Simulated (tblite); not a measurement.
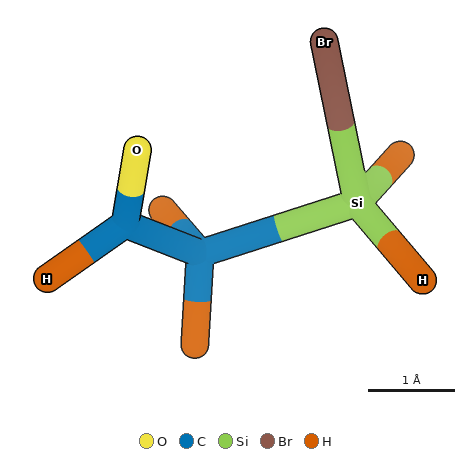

The input geometry (stick view, seen at a tilt). Bond lengths as drawn: Br–Si 2.35 Å, C–C 1.48 Å, C–H 1.09 to 1.11 Å, C–O 1.19 Å, C–Si 1.95 Å and H–Si 1.45 Å.

**Frequency calculation of C$_{2}$H$_{5}$BrOSi (charge +1)**

C$_{2}$H$_{5}$BrOSi, charge +1, multiplicity 2, SMILES [O+]=CC[SiH2]Br, computed with GFN2-xTB harmonic vibrations, gas phase (tblite 0.8.0).

It belongs to a series of runs on one base structure; here: electron removed.

## What the program printed
```
mode    cm-1     km/mol
  1      58.2      0.81
  2     154.3     13.16
  3     176.0      2.83
  4     206.4      1.78
  5     291.6     27.76
  6     439.2     26.28
  7     500.3     14.37
  8     565.5     19.84
  9     617.0     62.13
 10     636.5     70.74
 11     678.7    144.12
 12     716.6     47.12
 13     829.3     12.69
 14     979.7     28.55
 15    1040.1      3.60
 16    1192.5    100.02
 17    1220.7     13.09
 18    1353.9     50.26
 19    1756.7    112.69
 20    2348.5     29.16
 21    2369.8    130.81
 22    2709.4     64.56
 23    2908.6     29.22
 24    2994.2     18.94
```

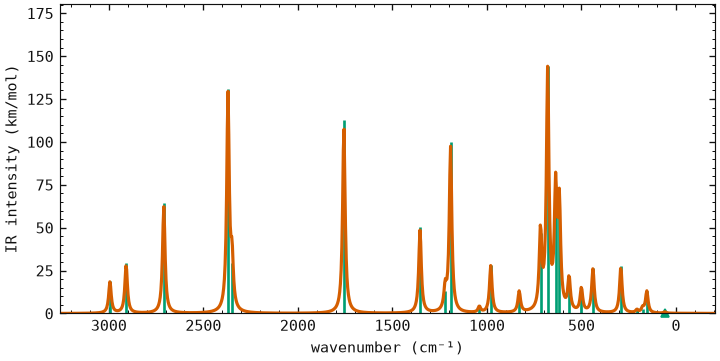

Harmonic infrared spectrum, unscaled: sticks (degenerate modes added up, dark ones marked on the axis) with a Lorentzian envelope of 16 cm⁻¹ full width, scaled to the tallest stick. 24 modes from 58 to 2994 cm⁻¹, none imaginary. The strongest line is at 679 cm⁻¹ (144 km/mol).

This output came from the following input.

## Input file
```
{"job": {"kind": "ir", "xc": "GFN2-xTB", "basis": "xTB"}, "charge": 1, "multiplicity": 2}
O     -0.450680     1.693340     0.959828
C     -1.107857     0.847780     0.437470
C     -0.644596    -0.278585    -0.409618
Si     1.210785    -0.768175    -0.090576
Br     2.045209     1.330288     0.565672
H     -2.213925     0.882416     0.546322
H     -0.758964     0.068298    -1.445326
H     -1.316808    -1.132989    -0.316186
H      1.365128    -1.610248     1.083816
H      1.880590    -1.027469    -1.353930
```

The first line tells a small driver script what to run in tblite; the rest is the geometry in Å.

Run as:
```bash
OMP_NUM_THREADS=1 python <driver script> task.json out
```

## Results in brief

| quantity | value |
| --- | --- |
| outcome | converged |
| total energy | −441.4901 eV |
| zero-point energy | 38.2320 kcal/mol |
| hardware | 1 CPU thread, shared host |
| peak memory | 0.18 GiB |
